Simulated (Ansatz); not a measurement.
# F3GeH: molecular dynamics

The plan is to follow the molecule's vibrations and see whether its bonds hold. The start is relaxed first. Runs: 300 steps of 0.25 fs at constant energy, with velocities drawn for 700 K. SMILES of the start: [F][GeH]([F])[F].

Method: RKS B3LYP-D4/def2-SVP, in Ansatz 0.2.0.

**1. The structure to begin with**

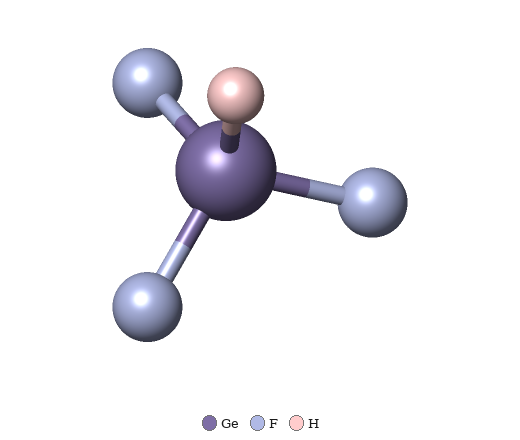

Start, viewed from a chosen angle; germanium purple, fluorine light blue, hydrogen pink.

As a file:

```xyz
5

Ge    0.0000    0.0000    0.0000
F     0.0000    0.0000    1.6800
H     1.4616    0.0000   -0.5162
F    -0.7913    1.3709   -0.5594
F    -0.7913   -1.3709   -0.5594
```

**2. Preparing the start**

Input file input.yaml:

```yaml
crystal:
  periodic: [false, false, false]
  atoms:
    - { symbol: Ge, position_ang: [0.0, 0.0, 0.0] }
    - { symbol: F, position_ang: [0.0, 0.0, 1.68] }
    - { symbol: H, position_ang: [1.4616, 0.0, -0.5162] }
    - { symbol: F, position_ang: [-0.7913, 1.3709, -0.5594] }
    - { symbol: F, position_ang: [-0.7913, -1.3709, -0.5594] }
basis:
  gaussian: { orbitals: def2-SVP }
hamiltonian:
  xc: b3lyp
  dispersion: d4
relax:
  f_tol: 0.02
  max_steps: 40
```

Started as:

```bash
$ ansatz run input.yaml --threads 1 --pin off --max-ram 2048MiB --backend cpu --events-out ev --progress --plain --runs-dir out
```

Standard output, shortened:

```text
Warning: RAYON_NUM_THREADS=1 ignored (pool sized by the plan → 1); use --threads N
[...]
Functional definition: B3LYP
[...]
807 factors; integrals over basis functions are off by at most 3.6e-4 eV
[...]
mean field -64675.34156383 eV, -2376.7749639497 hartree, gradient 5.3e-5 eV, S^2 0.000000; 0 other end points of the search recorded, 0 dependent functions left out
[...]
reference -64675.34174821 eV, -2376.7749707257 hartree; 30, 30 occupied and 49, 49 virtual orbitals, 807 factors
relax step   1: F+E_penalty+E_count = -64675.45963955 eV  Δ(F+E_penalty+E_count) = +0.000e0 eV  max|allowed force component| = 2.602e0 eV/Å  Δτ_max = 0.0000 Å  (24 SCF iters, accepted)
[...]
relax step   3: F+E_penalty+E_count = -64675.58978434 eV  Δ(F+E_penalty+E_count) = -1.633e-2 eV  max|allowed force component| = 4.638e-2 eV/Å  Δτ_max = 0.0140 Å  (28 SCF iters, accepted)
[...]
relax step   4: F+E_penalty+E_count = -64675.59005271 eV  Δ(F+E_penalty+E_count) = -2.684e-4 eV  max|allowed force component| = 1.486e-2 eV/Å  Δτ_max = 0.0051 Å  (28 SCF iters, accepted)
807 factors; integrals over basis functions are off by at most 4.0e-4 eV
mean field -64675.47262655 eV, -2376.7797804159 hartree, gradient 1.0e-5 eV, S^2 0.000000; 1 other end points of the search recorded, 0 dependent functions left out
[...]
reference -64675.47280871 eV, -2376.7797871100 hartree; 30, 30 occupied and 49, 49 virtual orbitals, 807 factors
Total energy: -64675.59023487 eV, -2376.7841024418 hartree
Atom 0 at     0.059277     0.000000    -0.020508 Å, force     0.004698    -0.000000    -0.001664 eV/Å
Atom 1 at    -0.027813    -0.000000     1.697260 Å, force     0.003794    -0.000000    -0.000022 eV/Å
Atom 2 at     1.493336     0.000000    -0.527387 Å, force    -0.014857    -0.000000     0.005245 eV/Å
Atom 3 at    -0.822900     1.377461    -0.552182 Å, force     0.003182     0.001085    -0.001780 eV/Å
Atom 4 at    -0.822900    -1.377461    -0.552182 Å, force     0.003182    -0.001085    -0.001780 eV/Å
Dipole moment:     0.479074     0.000000    -0.169338 e Å
```

Wall time 12 s (1 thread of AMD EPYC 7R43 (Zen 3), shared host); peak memory 0.18 GiB.

Step by step:

| step | energy from step 1 (eV) | largest force component (eV/Å) |
| --- | --- | --- |
| 1 | 0.0000 | 2.6022 |
| 2 | -0.1138 | 0.8544 |
| 3 | -0.1301 | 0.0464 |
| 4 | -0.1304 | 0.0149 |

Step 1 is the start.

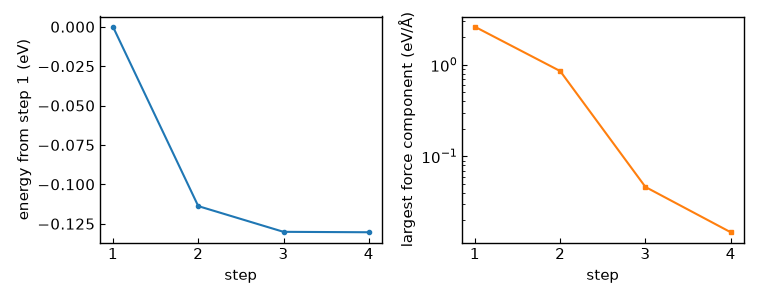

How energy and force went from step to step.

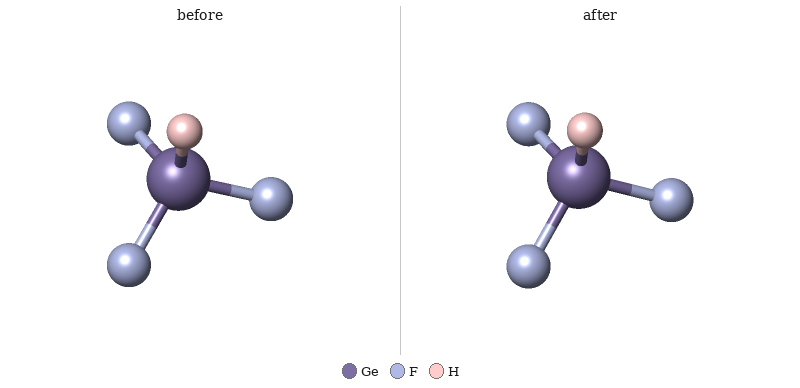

The structure before (left) and after (right), drawn at the same scale.

After: Bond lengths: Ge1–F2 1.720 Å, Ge1–H3 1.521 Å, Ge1–F4 1.720 Å, Ge1–F5 1.720 Å. Angles: F2–Ge1–H3 112.4°, F2–Ge1–F4 106.4°, F2–Ge1–F5 106.4°, H3–Ge1–F4 112.4°, H3–Ge1–F5 112.4°, F4–Ge1–F5 106.4°.

**3. The run**

300 steps of 0.25 fs at constant energy, with velocities drawn for 700 K, from the relaxed start.

Input file input.yaml:

```yaml
crystal:
  periodic: [false, false, false]
  atoms:
    - { symbol: Ge, position_ang: [0.059277, 0.0, -0.020508] }
    - { symbol: F, position_ang: [-0.027813, 0.0, 1.69726] }
    - { symbol: H, position_ang: [1.493336, 0.0, -0.527387] }
    - { symbol: F, position_ang: [-0.8229, 1.377461, -0.552182] }
    - { symbol: F, position_ang: [-0.8229, -1.377461, -0.552182] }
basis:
  gaussian: { orbitals: def2-SVP }
hamiltonian:
  xc: b3lyp
  dispersion: d4
md:
  timestep: 0.25
  n_steps: 300
  ensemble: nve
  temperature: 700.0
  initial_velocities: maxwell_boltzmann
  seed: 336682
```

Started as:

```bash
$ ansatz run input.yaml --threads 1 --pin off --max-ram 2048MiB --backend cpu --events-out ev --progress --plain --runs-dir out
```

Standard output, shortened:

```text
Warning: RAYON_NUM_THREADS=1 ignored (pool sized by the plan → 1); use --threads N
[...]
[... 1 set-up line as earlier in the session ...]
[...]
807 factors; integrals over basis functions are off by at most 3.9e-4 eV
[...]
mean field -64675.47262847 eV, -2376.7797804865 hartree, gradient 6.2e-5 eV, S^2 0.000000; 0 other end points of the search recorded, 0 dependent functions left out
[...]
reference -64675.47281063 eV, -2376.7797871805 hartree; 30, 30 occupied and 49, 49 virtual orbitals, 807 factors
md step     0: t =     0.00 fs  T =   700.0 K  F+E_penalty+E_count = -64675.59005464 eV  E_kin = 0.271446 eV  conserved = -64675.31860864 eV  (24 SCF iters)
[...]
md step    20: t =     5.00 fs  T =   561.4 K  F+E_penalty+E_count = -64675.53628246 eV  E_kin = 0.217718 eV  conserved = -64675.31856399 eV  (25 SCF iters)
[...]
md step    40: t =    10.00 fs  T =   386.9 K  F+E_penalty+E_count = -64675.46858128 eV  E_kin = 0.150025 eV  conserved = -64675.31855591 eV  (20 SCF iters)
[...]
md step    60: t =    15.00 fs  T =   348.9 K  F+E_penalty+E_count = -64675.45386613 eV  E_kin = 0.135281 eV  conserved = -64675.31858549 eV  (23 SCF iters)
[...]
md step    80: t =    20.00 fs  T =   348.8 K  F+E_penalty+E_count = -64675.45383904 eV  E_kin = 0.135272 eV  conserved = -64675.31856712 eV  (23 SCF iters)
md step    81: t =    20.25 fs  T =   353.0 K  F+E_penalty+E_count = -64675.45547166 eV  E_kin = 0.136901 eV  conserved = -64675.31857093 eV  (23 SCF iters)
```

**4. More of the same log: dynamics from the start**

Output, continued, shortened:

```text
md step    82: t =    20.50 fs  T =   357.3 K  F+E_penalty+E_count = -64675.45712116 eV  E_kin = 0.138546 eV  conserved = -64675.31857496 eV  (23 SCF iters)
[...]
md step   107: t =    26.75 fs  T =   238.7 K  F+E_penalty+E_count = -64675.41112413 eV  E_kin = 0.092561 eV  conserved = -64675.31856330 eV  (22 SCF iters)
[...]
md step   132: t =    33.00 fs  T =    24.0 K  F+E_penalty+E_count = -64675.32783798 eV  E_kin = 0.009295 eV  conserved = -64675.31854261 eV  (20 SCF iters)
[...]
md step   157: t =    39.25 fs  T =   154.0 K  F+E_penalty+E_count = -64675.37829210 eV  E_kin = 0.059715 eV  conserved = -64675.31857743 eV  (20 SCF iters)
[...]
md step   182: t =    45.50 fs  T =   329.1 K  F+E_penalty+E_count = -64675.44621449 eV  E_kin = 0.127617 eV  conserved = -64675.31859790 eV  (22 SCF iters)
md step   183: t =    45.75 fs  T =   328.0 K  F+E_penalty+E_count = -64675.44579014 eV  E_kin = 0.127196 eV  conserved = -64675.31859441 eV  (23 SCF iters)
md step   184: t =    46.00 fs  T =   326.1 K  F+E_penalty+E_count = -64675.44504735 eV  E_kin = 0.126457 eV  conserved = -64675.31859051 eV  (23 SCF iters)
```

**5. The log goes on: dynamics from the start**

The log, continued, shortened:

```text
md step   185: t =    46.25 fs  T =   323.5 K  F+E_penalty+E_count = -64675.44404671 eV  E_kin = 0.125460 eV  conserved = -64675.31858635 eV  (23 SCF iters)
[...]
md step   206: t =    51.50 fs  T =   318.7 K  F+E_penalty+E_count = -64675.44218427 eV  E_kin = 0.123602 eV  conserved = -64675.31858274 eV  (20 SCF iters)
[...]
md step   227: t =    56.75 fs  T =   345.6 K  F+E_penalty+E_count = -64675.45255700 eV  E_kin = 0.134004 eV  conserved = -64675.31855345 eV  (20 SCF iters)
[...]
md step   248: t =    62.00 fs  T =   505.5 K  F+E_penalty+E_count = -64675.51458123 eV  E_kin = 0.196011 eV  conserved = -64675.31857057 eV  (22 SCF iters)
[...]
md step   299: t =    74.75 fs  T =   528.7 K  F+E_penalty+E_count = -64675.52361041 eV  E_kin = 0.205016 eV  conserved = -64675.31859438 eV  (22 SCF iters)
[...]
md step   300: t =    75.00 fs  T =   520.8 K  F+E_penalty+E_count = -64675.52052937 eV  E_kin = 0.201937 eV  conserved = -64675.31859193 eV  (26 SCF iters)
Total energy: -64675.52071121 eV, -2376.7815474945 hartree
Atom 0 at     0.063462    -0.000464    -0.021110 Å, force    -0.412724    -0.015040    -1.703782 eV/Å
Atom 1 at    -0.047417     0.002519     1.647673 Å, force    -0.100728    -0.022535     1.730259 eV/Å
Atom 2 at     1.525216     0.024490    -0.466943 Å, force    -0.190670    -0.050406    -0.115751 eV/Å
Atom 3 at    -0.820398     1.412828    -0.525161 Å, force     0.300591    -0.574432     0.021560 eV/Å
Atom 4 at    -0.823487    -1.414871    -0.530521 Å, force     0.403531     0.662414     0.067714 eV/Å
Dipole moment:     0.496285    -0.004734    -0.159611 e Å
```

Run time: 10 min. Hardware: 1 thread of AMD EPYC 7R43 (Zen 3), shared host; peak memory 0.17 GiB.

**6. The trajectory**

The trajectory, every 22 steps (energies from step 0):

| time (fs) | T (K) | potential energy change (meV/atom) | total energy change (meV/atom) |
| --- | --- | --- | --- |
| 0.0 | 700 | 0.0 | 0.00 |
| 5.5 | 549 | 11.7 | 0.01 |
| 11.0 | 352 | 27.0 | 0.01 |
| 16.5 | 340 | 27.9 | 0.01 |
| 22.0 | 374 | 25.3 | 0.00 |
| 27.5 | 218 | 37.4 | 0.01 |
| 33.0 | 24 | 52.4 | 0.01 |
| 38.5 | 136 | 43.7 | 0.00 |
| 44.0 | 313 | 30.0 | 0.00 |
| 49.5 | 298 | 31.2 | 0.01 |
| 55.0 | 317 | 29.7 | 0.01 |
| 60.5 | 479 | 17.2 | 0.00 |
| 66.0 | 619 | 6.3 | 0.00 |
| 71.5 | 580 | 9.3 | 0.01 |
| 75.0 | 521 | 13.9 | 0.00 |

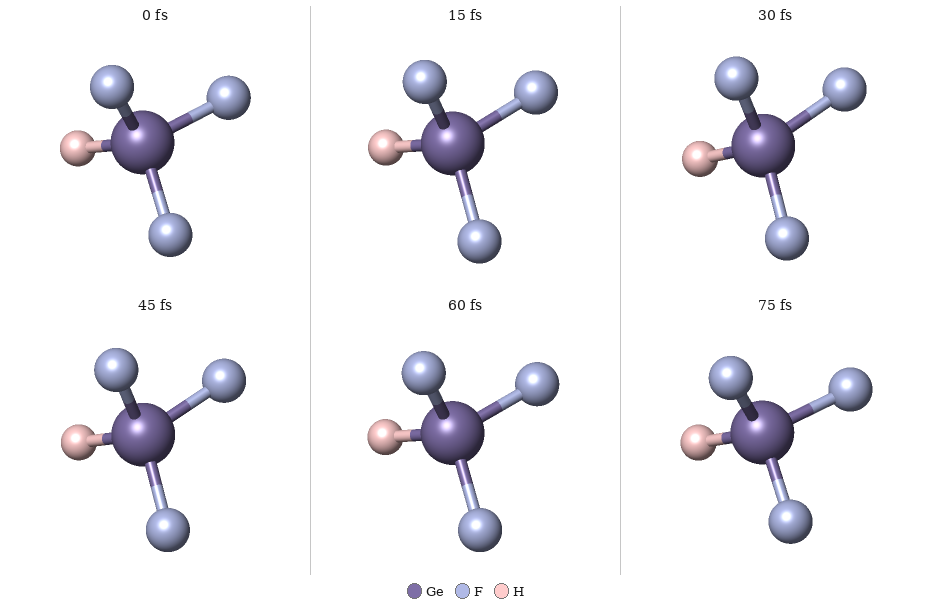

Six frames of the run, seen from a free direction. Sticks join atoms within a bonding distance in each frame.

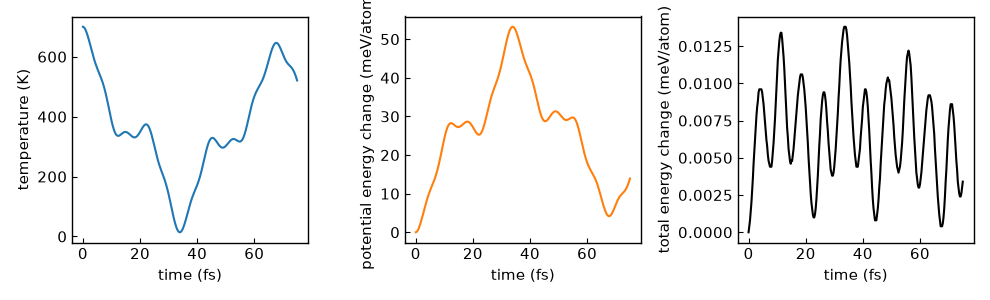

Time series of the run, each on its own scale.

**7. Frames from the trajectory**

Positions (Å) and forces (eV/Å):

```xyz
5
time_fs=9.5 T=409 dE=0.1129
Ge    0.058   -0.001   -0.013   -0.303   -0.013    1.675
F     0.011    0.004    1.778   -0.028    0.006   -1.919
H     1.450   -0.048   -0.554    0.550    0.074   -0.039
F    -0.841    1.331   -0.603   -0.039    0.353    0.148
F    -0.837   -1.329   -0.608   -0.181   -0.420    0.135
5
time_fs=18.8 T=333 dE=0.1423
Ge    0.058   -0.002    0.009    0.567   -0.047    0.379
F     0.047    0.007    1.781   -0.229   -0.011   -1.475
H     1.532   -0.035   -0.506   -0.627    0.067    0.299
F    -0.860    1.299   -0.646    0.178    0.283    0.389
F    -0.858   -1.299   -0.656    0.111   -0.292    0.408
5
time_fs=28.0 T=206 dE=0.1917
Ge    0.059   -0.003    0.036   -0.784    0.028   -1.948
F     0.072    0.010    1.727   -0.493   -0.037    0.975
H     1.500    0.020   -0.364    0.453   -0.042   -0.300
F    -0.871    1.280   -0.673    0.367    0.134    0.602
F    -0.873   -1.281   -0.687    0.456   -0.084    0.672
5
time_fs=37.5 T=107 dE=0.2299
Ge    0.055   -0.004    0.041    0.080    0.096   -2.699
F     0.077    0.012    1.711   -0.522   -0.048    1.800
H     1.523    0.041   -0.362   -0.047   -0.086   -0.174
F    -0.867    1.268   -0.674    0.184    0.410    0.501
F    -0.870   -1.268   -0.689    0.304   -0.373    0.572
5
time_fs=47.0 T=314 dE=0.1499
Ge    0.053   -0.003    0.018    1.149    0.091    0.040
F     0.059    0.011    1.762   -0.309   -0.039   -0.768
H     1.520   -0.004   -0.495   -0.500   -0.004    0.259
F    -0.856    1.275   -0.652   -0.154    0.803    0.230
F    -0.854   -1.273   -0.666   -0.186   -0.851    0.239
5
time_fs=56.2 T=332 dE=0.1429
Ge    0.058   -0.002   -0.005   -0.495    0.022    1.585
F     0.028    0.009    1.786   -0.106   -0.016   -1.915
H     1.441   -0.050   -0.538    0.767    0.064   -0.111
F    -0.849    1.314   -0.620   -0.011    0.417    0.220
F    -0.845   -1.312   -0.632   -0.156   -0.487    0.220
5
time_fs=65.5 T=604 dE=0.0374
Ge    0.063   -0.001   -0.014   -0.189   -0.096    0.189
F    -0.008    0.006    1.734   -0.024   -0.007   -0.895
H     1.527   -0.038   -0.519   -0.464    0.073    0.161
F    -0.842    1.370   -0.578    0.362   -0.362    0.251
F    -0.841   -1.371   -0.588    0.315    0.391    0.293
5
time_fs=75.0 T=521 dE=0.0695
Ge    0.064   -0.001   -0.021   -0.413   -0.015   -1.704
F    -0.047    0.003    1.648   -0.101   -0.022    1.730
H     1.525    0.025   -0.467   -0.191   -0.050   -0.116
F    -0.820    1.413   -0.525    0.301   -0.574    0.022
F    -0.824   -1.415   -0.530    0.404    0.662    0.068
```

**8. Results**

| quantity | value |
| --- | --- |
| relaxation of the start | 3 moves, 0.130 eV lower |
| length | 300 steps of 0.25 fs |
| temperature, first and last step | 700 and 521 K |
| temperature, second half | mean 406 K, from 107 to 646 K |
| potential energy, second half | +23 meV/atom from the start |
| largest change of the total energy | 0.01 meV/atom |
| bonds formed or broken | 0 |

**Reading.** The temperature starts at 700 K and averages 406 K in the second half, where it ranges from 107 to 646 K; a mean near half the start is what vibrations about a minimum give, since they share energy equally between motion and strain. The total energy strays from its start by at most 0.01 meV/atom, under 0.1 % of the mean kinetic energy, which is good for a step of 0.25 fs. The bonds all hold. Averages from a run of 75 fs with 5 atoms are rough. The nuclei move classically, without zero-point motion, which matters most for hydrogen.
